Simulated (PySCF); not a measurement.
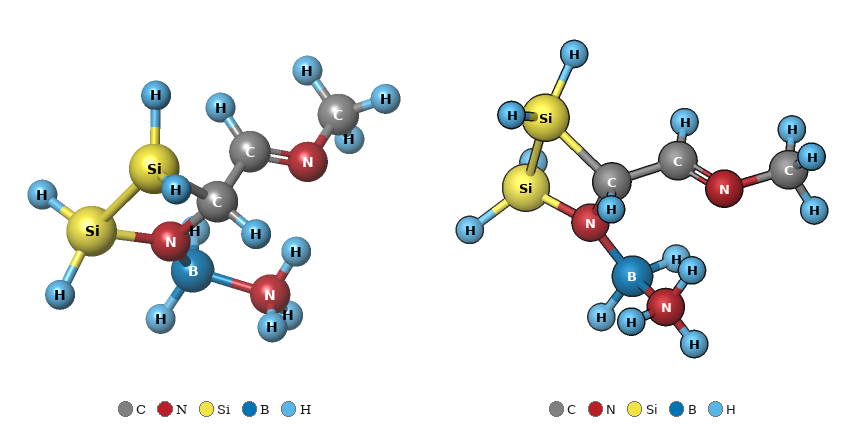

Two views of one molecule.

The computed structure is the end point of a GFN2-xTB optimisation. No frequency run is at hand to confirm it as a minimum.

Identify the structure.

Formula C3H14BN3Si2. SMILES: `C/N=C/[C@H]1[SiH2][SiH2]N1[BH2-][NH3+]`. Independent rings (smallest set): 1 of 4 members. Among its groups: imine, Si–H bond, Si–N bond, B–H bond. This geometry has C1 symmetry. Coordination, clear cases only: 2 C tetrahedral; 1 N bent; 1 C trigonal planar; 1 N trigonal planar; 1 B tetrahedral; 1 N tetrahedral.

The parts below concern this one geometry. Atoms keep their numbers from picture to picture.

## Electronic properties

No frequency run is at hand to confirm it as a minimum. Method: PBE0/pcSseg-1, gas phase (PySCF 2.14.0).

Computed properties:

- dipole moment: 3.61 D
- HOMO energy (Kohn–Sham orbital): −5.79 eV
- LUMO energy (Kohn–Sham orbital): −0.54 eV
- HOMO–LUMO gap: 5.25 eV

## Ring current

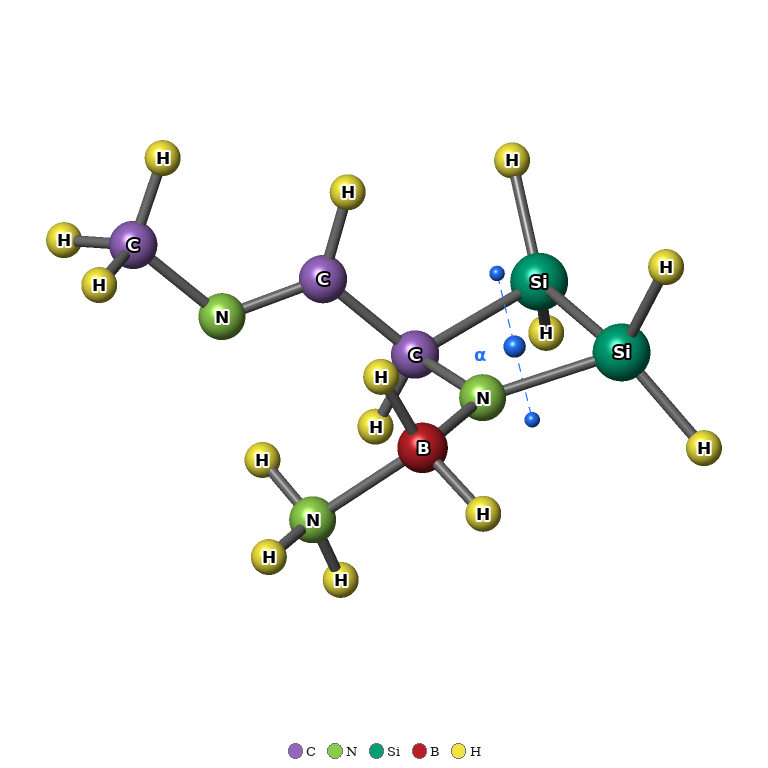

The small points mark where nucleus-independent chemical shifts (NICS) were computed: at the centre of each lettered ring and 1 Å above and below it. No frequency run is at hand to confirm it as a minimum. Method: GIAO PBE0/pcSseg-1 NMR shielding, non-relativistic, gas phase (PySCF 2.14.0).

Give NICS(0), NICS(1) and the out-of-plane component NICS(1)zz for each ring (means of the two sides).

| ring | members | NICS(0) | NICS(1) | NICS(1)zz |
| --- | --- | --- | --- | --- |
| α | CNSi2 | −1.3 | −0.9 | 5.2 |

Values in ppm.

## NMR shielding

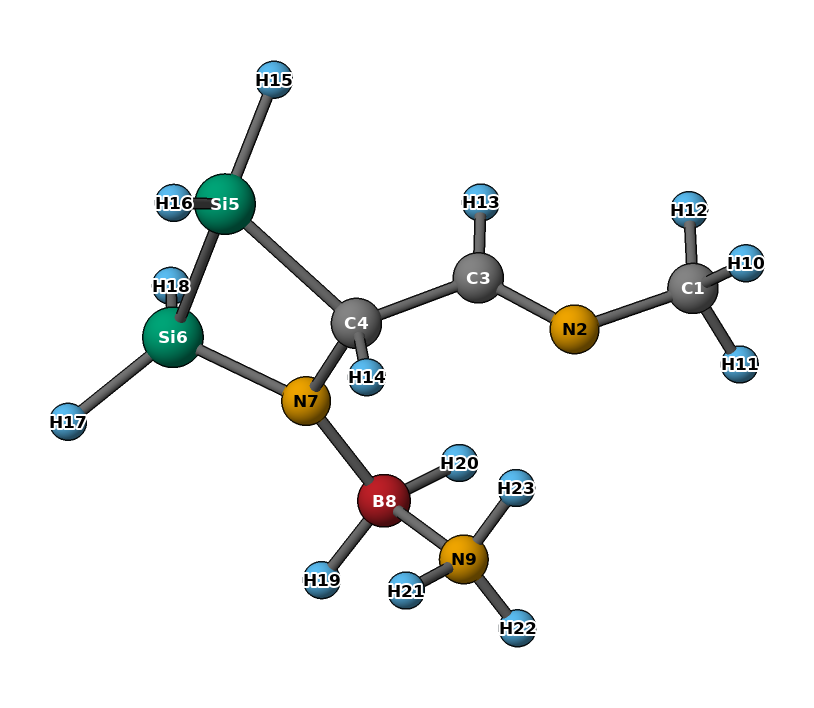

The questions are on isotropic NMR shieldings of the C atoms. No frequency run is at hand to confirm it as a minimum. Level of theory: GIAO PBE0/pcSseg-1 NMR shielding, non-relativistic, gas phase (PySCF 2.14.0).

List the isotropic NMR shieldings of the C atoms.

```
atom  σ (ppm)
  C1    138.4
  C3      6.1
  C4    130.1
```

The geometry is semi-empirical. Around B, Si such bond lengths and angles can be off by a tenth of an ångström or more and by several degrees, and values that hang on the shape move with them.
